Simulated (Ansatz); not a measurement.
# Calculations on H$_{2}$SeO

## 1. Relaxation

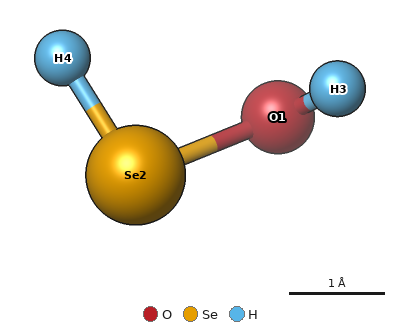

This is the input geometry for a relaxation of H$_{2}$SeO. Style: ball-and-stick. Shown face on.

All numbers below come from RKS PBE0-D4/def2-TZVP (Ansatz 0.2.0).

The input:
```yaml
crystal:
  periodic: [false, false, false]
  atoms:
    - {symbol: O, position_ang: [-0.291720, -0.543710, 0.718810]}
    - {symbol: Se, position_ang: [0.458040, 0.919050, -0.019550]}
    - {symbol: H, position_ang: [0.229460, -1.323740, 0.506510]}
    - {symbol: H, position_ang: [-0.395780, 0.948400, -1.205770]}
basis:
  gaussian: {orbitals: def2-TZVP}
hamiltonian: {xc: pbe0, dispersion: d4}
relax: {f_tol: 0.005, max_steps: 200}
```

> Where does the relaxation end?

The atom that moves furthest after the best rigid fit is H3 (0.061 Å). Largest moves by element: H 0.061 Å, O 0.045 Å, Se 0.020 Å. Near-neighbour distances that change, for instance: Se2–H4 1.462 → 1.478 Å. Among the angles between lasting bonds that change: Se2–O1–H3 110.0° → 106.6°. Over 5 geometry steps the energy falls by 1.34 kJ/mol. Largest force component: 0.28 eV/Å at the start, 0.0023 eV/Å at the end. The run took about 13 core-seconds on a shared host.

The structure at the end:

```xyz
4

O    -0.2853   -0.5376    0.7630
Se    0.4529    0.9155    0.0000
H     0.2189   -1.2964    0.4534
H    -0.3864    0.9186   -1.2163
```

The end point in the same view:

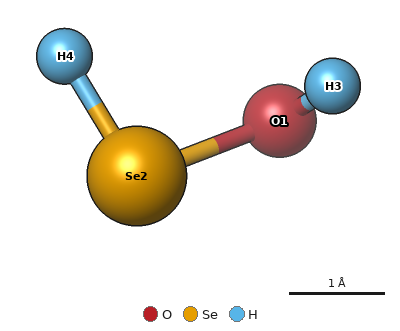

## 2. A change

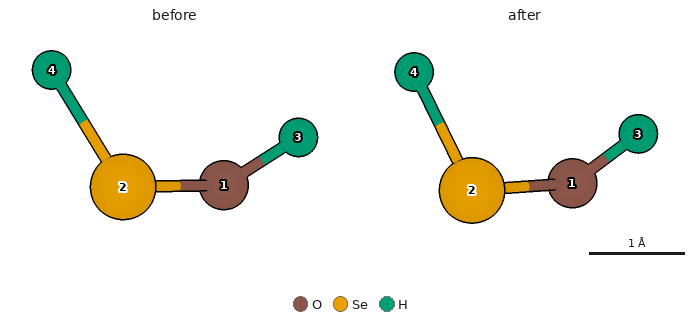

Left: H2SeO. Right: the same structure after one change, at the same scale. The picture is a ball-and-stick view, seen at a tilt.

Computed with Ansatz 0.2.0, RKS PBE-D4/def2-TZVPP. 

**What distinguishes the right structure from the left one?**

All atoms are moved at random (σ = 0.09 Å) from the PBE0-D4/def2-TZVP minimum.

**How do the computed properties respond?**

It costs 5.80 kcal/mol. The largest force is 4.7 eV/Å, on H3. The forces point partly back along the displacements (cosine −0.35). At other levels of theory the same distortion costs 4.77 kcal/mol (RKS r2SCAN-D4/def2-TZVPP), 4.43 kcal/mol (RKS PBE0-D4/def2-TZVPP), 4.34 kcal/mol (RKS wB97M-V/def2-TZVPP), 4.45 kcal/mol (RHF-CCSD(T), frozen core/def2-TZVPP). Near-neighbour distances before and after: O1–H3 0.962 → 0.896 Å, Se2–H4 1.478 → 1.443 Å, O1–Se2 1.800 → 1.789 Å. Bond angles that change, for instance: O1–Se2–H4 96.8° → 89.5°.

## 3. Distortion

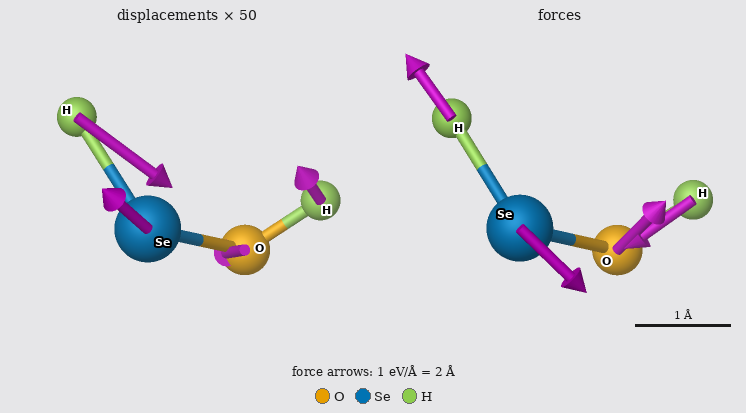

Left: H2SeO, with purple arrows for the displacements applied to it. Right: the displaced structure with the computed forces. A ball-and-stick model, seen at a tilt.

All numbers below come from Ansatz, RHF-CCSD(T), frozen core/def2-TZVPP. 

Question: How do the forces relate to the distortion?

Answer: All atoms are moved at random (σ = 0.02 Å) from the PBE0-D4/def2-TZVP minimum. It costs 0.007 eV. The largest force is 0.5 eV/Å, on the Se atom. At other levels of theory the same distortion costs 0.005 eV (RKS PBE-D4/def2-TZVPP), 0.010 eV (RKS r2SCAN-D4/def2-TZVPP), 0.018 eV (RKS PBE0-D4/def2-TZVPP), 0.013 eV (RKS wB97M-V/def2-TZVPP). Some distances before and after: H–Se 1.478 → 1.450 Å, O–Se 1.800 → 1.825 Å, H–O 0.962 → 0.971 Å. The forces point mostly back against the displacements (cosine −0.70).

## 4. Distortion

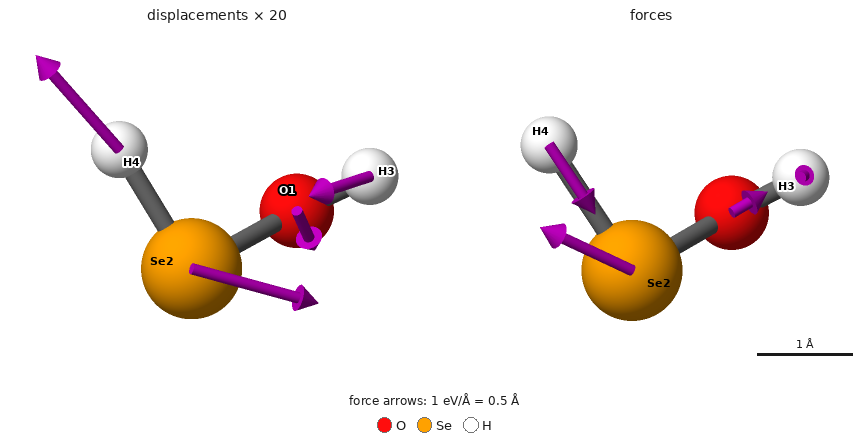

Left: H2SeO, with purple arrows for the displacements applied to it. Right: the displaced structure with the computed forces. A ball-and-stick model, seen at a tilt.

Theory: RKS r2SCAN-D4/def2-TZVPP (Ansatz). 

**Where do the forces point?**

All atoms are moved at random (σ = 0.09 Å) from the PBE0-D4/def2-TZVP minimum. It costs 3.89 kcal/mol. The largest force is 2.4 eV/Å, on Se2. The forces mostly point back along the displacements (cosine −0.83). At other levels of theory the same distortion costs 3.31 kcal/mol (RKS PBE-D4/def2-TZVPP), 3.92 kcal/mol (RKS PBE0-D4/def2-TZVPP), 4.39 kcal/mol (RKS wB97M-V/def2-TZVPP), 4.29 kcal/mol (RHF-CCSD(T), frozen core/def2-TZVPP). Near-neighbour distances before and after: Se2–H4 1.478 → 1.601 Å, O1–Se2 1.800 → 1.766 Å. Bond angles that change, for instance: Se2–O1–H3 106.6° → 101.2°.
